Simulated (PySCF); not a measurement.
## Excited-state calculation of C3H8FSi (charge +1)

- system: C3H8FSi, charge +1, SMILES C[Si+](C)CF
- method: TDDFT B3LYP/def2-SVPD, vertical, gas phase, core orbitals frozen in the response (PySCF 2.14.0)

The geometry comes from this level: PBE0-D3(BJ)/def2-SVP.

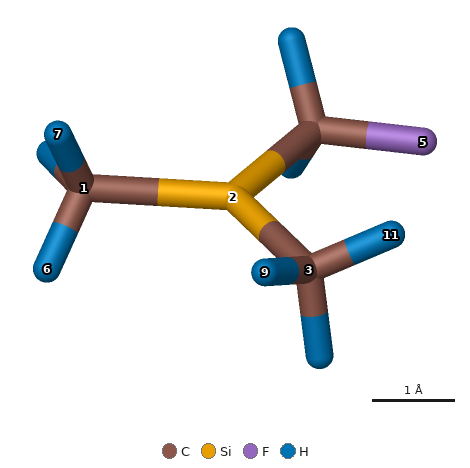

Figure 1. The structure (stick view, seen at a tilt; atoms are numbered from 1 in the order of the input).

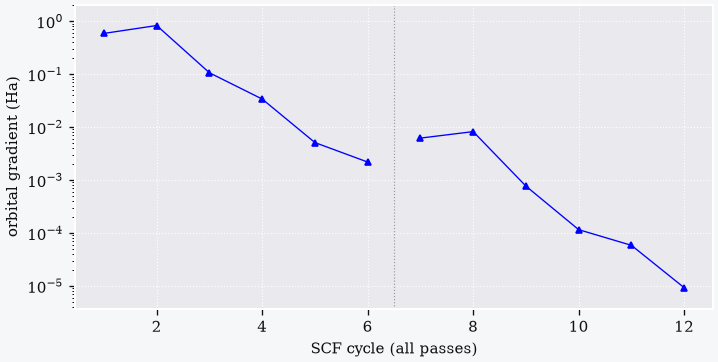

Figure 2. Convergence of the self-consistent field: orbital gradient against the SCF cycle. The dotted line marks the change from a coarse to the final integration grid. The first 6 cycles use a coarse grid, the final grid takes over at cycle 7, and the field converges after 12 cycles in all.

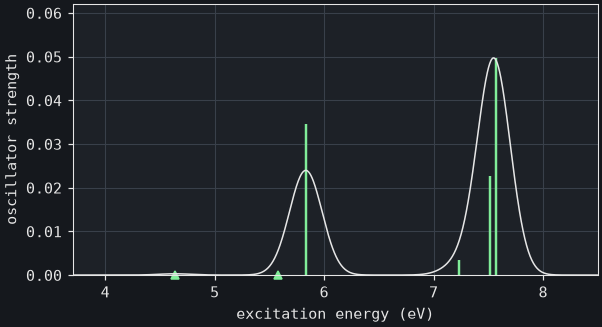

Figure 3. Computed excitations as sticks (degenerate states added up, dark ones marked on the axis), with a Gaussian envelope of 0.35 eV full width at half maximum, scaled to the tallest. Of the 6 states the lowest lies at 4.64 eV (f = 0.000); the strongest line is at 7.57 eV, or 164 nm (f = 0.050).

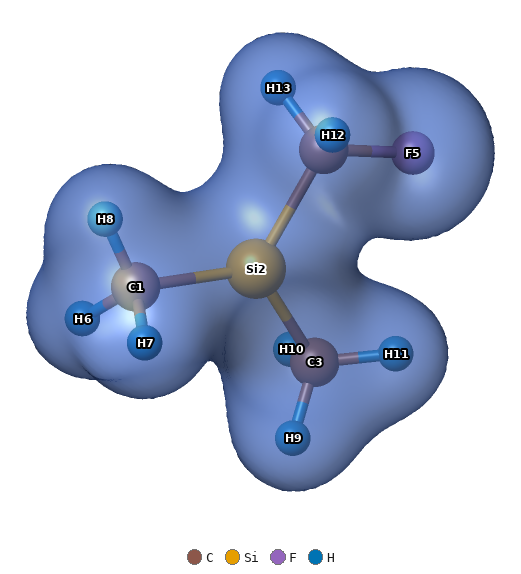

Figure 4. Isosurface of the total electron density at 0.1 e/Å³ (blue), seen at a tilt. At this value the surface is in one piece. On the grid the lowest density along these lines, outside the cores, is 1.7 e/Å³ (C–F, 1.36 Å), 0.9 e/Å³ (C–Si, 1.82 Å), 1.8 e/Å³ (C–H, 1.10 Å) and 0.86 e/Å³ (C–Si, 1.87 Å).

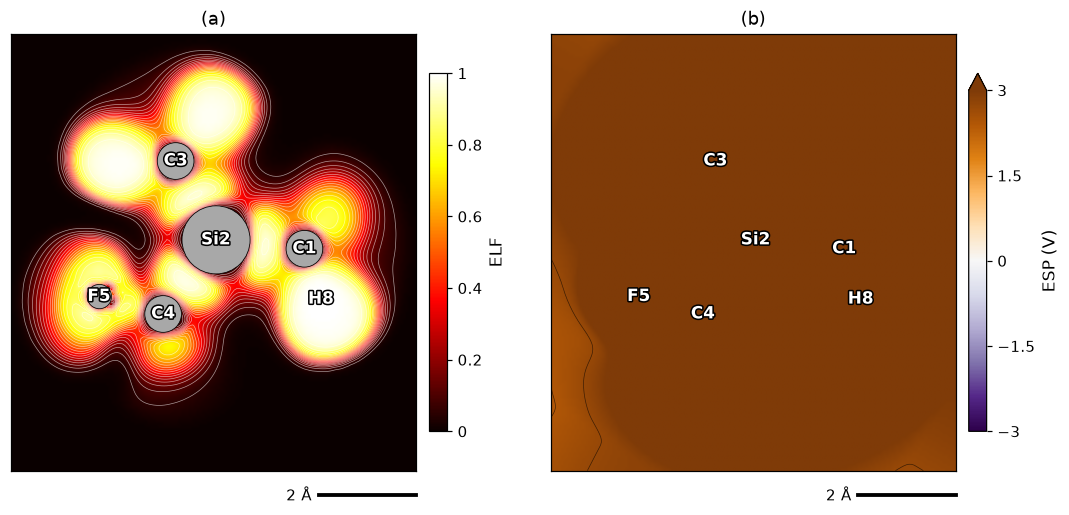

Figure 5. (a) electron localisation function; (b) electrostatic potential on the plane of atoms Si2, C4 and F5. Grey discs, where drawn, cover atomic cores. Atoms in the plane: C, Si, F and H. C–F (1.36 Å): the ELF peaks at about 0.85 between the atoms, which marks a polar covalent bond. C–Si (1.82 Å): the ELF peaks at about 0.95 between the atoms, which marks localised, shared-pair bonding. C–H (1.10 Å): the ELF climbs to about 1 towards the hydrogen, as it does in any bond to H (a covalent bond by its length). C–Si (1.87 Å): the ELF peaks at about 1 between the atoms, as expected for localised, shared-pair bonding. The potential has no marked negative region in this plane.

The input and output of the run follow.

**The input**
```
{"job": {"kind": "uv", "xc": "B3LYP", "basis": "def2-SVPD", "dynamic": true, "nstates": 6, "ntriplets": 0}, "charge": 1, "multiplicity": 1}
C     -0.866192    -1.658982    -0.073486
Si    -0.040443    -0.031222    -0.012166
C     -0.927199     1.539822    -0.266096
C      1.796790     0.065334     0.329652
F      2.217348     1.355172     0.273836
H     -1.804809    -1.637889     0.507042
H     -1.159196    -1.854016    -1.123483
H     -0.230480    -2.486205     0.272940
H     -1.815352     1.433171    -0.906858
H     -1.272198     1.892314     0.726845
H     -0.243056     2.309622    -0.656659
H      2.339877    -0.564206    -0.405123
H      2.010604    -0.379936     1.323270
```

The first line tells a small driver script what to run in PySCF; the rest is the geometry in Å.

Launch command:
```bash
OMP_NUM_THREADS=1 python <driver script> task.json out
```

**Log**
```
coarse grid: 10928 points
cycle   1  E = -507.8166909879  dE =  5.116e-01  |g| = 5.868e-01  |ddm| = 4.323e+00
cycle   2  E = -507.7533310608  dE =  6.336e-02  |g| = 8.275e-01  |ddm| = 1.584e+00
cycle   3  E = -507.8964630692  dE = -1.431e-01  |g| = 1.059e-01  |ddm| = 8.353e-01
cycle   4  E = -507.8982344937  dE = -1.771e-03  |g| = 3.381e-02  |ddm| = 1.271e-01
cycle   5  E = -507.8984908291  dE = -2.563e-04  |g| = 5.091e-03  |ddm| = 3.799e-02
cycle   6  E = -507.8984960663  dE = -5.237e-06  |g| = 2.182e-03  |ddm| = 8.246e-03
final grid: 100136 points
cycle   7  E = -507.9684640213  dE = -2.304e-05  |g| = 6.186e-03  |ddm| = 7.056e-02
cycle   8  E = -507.9684579927  dE =  6.029e-06  |g| = 8.202e-03  |ddm| = 1.397e-02
cycle   9  E = -507.9684731594  dE = -1.517e-05  |g| = 7.665e-04  |ddm| = 7.421e-03
cycle  10  E = -507.9684732682  dE = -1.088e-07  |g| = 1.154e-04  |ddm| = 6.779e-04
cycle  11  E = -507.9684732701  dE = -1.887e-09  |g| = 5.839e-05  |ddm| = 1.729e-04
cycle  12  E = -507.9684732710  dE = -9.071e-10  |g| = 9.251e-06  |ddm| = 7.661e-05
converged SCF energy = -507.9684732710

Static polarisability (au): isotropic 57.740, principal 45.636 62.797 64.787

Singlet excitations
state   eV       nm        f      main configurations
  1   4.6378    267.3   0.00042   H->L 0.99
  2   5.5810    222.2   0.00004   H-2->L 0.99
  3   5.8329    212.6   0.03461   H-1->L 0.99
  4   7.2369    171.3   0.00343   H-3->L 0.69, H-4->L 0.30
  5   7.5141    165.0   0.02267   H-5->L 0.66, H-4->L 0.19, H-3->L 0.13
  6   7.5659    163.9   0.04970   H-4->L 0.47, H-5->L 0.32, H-3->L 0.15
```

**Summary**

- outcome: converged
- total energy: −507.968473 hartree
- HOMO: −13.84 eV
- LUMO: −8.01 eV
- mean polarisability: 57.74 a.u.
- lowest excitation: 4.64 eV
- hardware: 1 CPU thread, shared host
- wall time: 32 s
- peak memory: 0.74 GiB
